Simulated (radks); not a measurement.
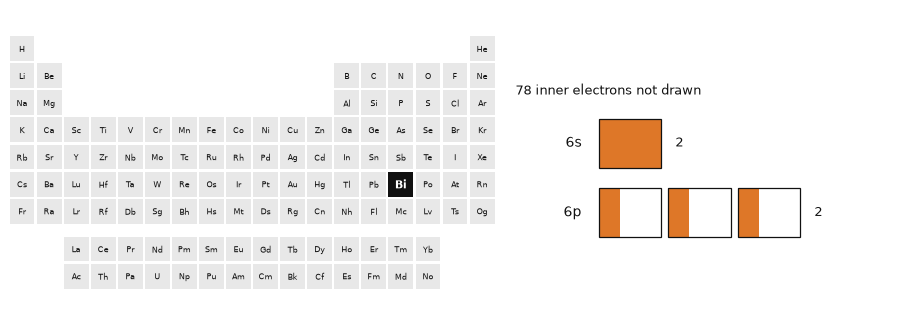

Figure 1. Left, the place of bismuth in the periodic table; right, the outer shells as the input fills them: a box for each of the 2l + 1 orbitals, shaded by the share of the shell that is filled, with the electron count at the right.

**Atomic calculation, with input and output: Bi⁺**

- system: the bismuth ion Bi⁺ in the configuration [Xe] 4f14 5d10 6s2 6p2 (open shells shared over both j by 2j + 1).
- method: Dirac Kohn-Sham, LDA (Slater exchange, Perdew-Wang correlation), spin-unpolarised, spherical densities, finite nucleus (the in-house radial solver radks)

### The input
```
Z 83
configuration [Hg] 6p2
relativity Dirac
functional lda,pw
spin unpolarised
j_filling average
nucleus finite rms 5.5211 fm
c 137.035999084
mesh_step 0.02
max_iterations 78
```

Energies in input and log are in hartree, lengths in bohr (the nuclear radius in fm).

The run was one of a batch that the task file lists, launched with:
```bash
python <driver script> task.json out
```

### Output
```
1s1/2   1   2.0000       -3321.74512779
2s1/2   1   2.0000        -596.64984030
2p1/2   1   2.0000        -573.73115668
2p3/2   1   4.0000        -488.58460987
3s1/2   1   2.0000        -144.22132868
3p1/2   1   2.0000        -133.77015864
3p3/2   1   4.0000        -114.71029749
3d3/2   1   4.0000         -97.40712060
3d5/2   1   6.0000         -93.36226403
4s1/2   1   2.0000         -33.29880184
4p1/2   1   2.0000         -28.74248250
4p3/2   1   4.0000         -24.03587735
4d3/2   1   4.0000         -16.58017279
4d5/2   1   6.0000         -15.70140128
4f5/2   1   6.0000          -6.01420133
4f7/2   1   8.0000          -5.81225543
5s1/2   1   2.0000          -6.08347960
5p1/2   1   2.0000          -4.49531102
5p3/2   1   4.0000          -3.58040519
5d3/2   1   4.0000          -1.36195758
5d5/2   1   6.0000          -1.25066310
6s1/2   1   2.0000          -0.82180927
6p1/2   1   0.6667          -0.49405720
6p3/2   1   1.3333          -0.40743247
Etot -21563.05947813012
Ekin 25178.416960065828
Encl -54627.10888259172
Eh 8272.305619062845
Exc -386.6731746670746
err 5.955674211177845e-09
it 15
```

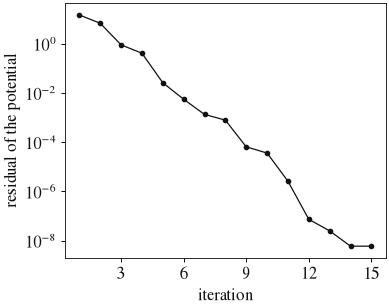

Figure 2. Convergence: residual of the potential against the iteration. The residual falls almost steadily, with no more than small rises or pauses. It goes from 15 to 6.0×10⁻⁹ in 15 steps.

### What the run reported

```
                       quantity                                                                 value
                        outcome                                                             converged
                   total energy                                                   −21563.0595 hartree
                 kinetic energy                                                    25178.4170 hartree
        electron–nucleus energy                                                   −54627.1089 hartree
                 Hartree energy                                                     8272.3056 hartree
    exchange–correlation energy                                                   −386.673175 hartree
radius at density 0.001 e/bohr³                                                             4.33 bohr
                 SCF iterations                                                                    15
                       hardware  1 thread of Arm Neoverse V2, 23 GiB of memory available, shared host
```

### What is odd here

A numerical setting was moved from its usual value: mesh step h = 0.02. The program ran to the end, and its total energy equals that of the same run with the usual input (−21563.05948 hartree) within 10⁻⁵ hartree, so the oddity leaves no trace in it.
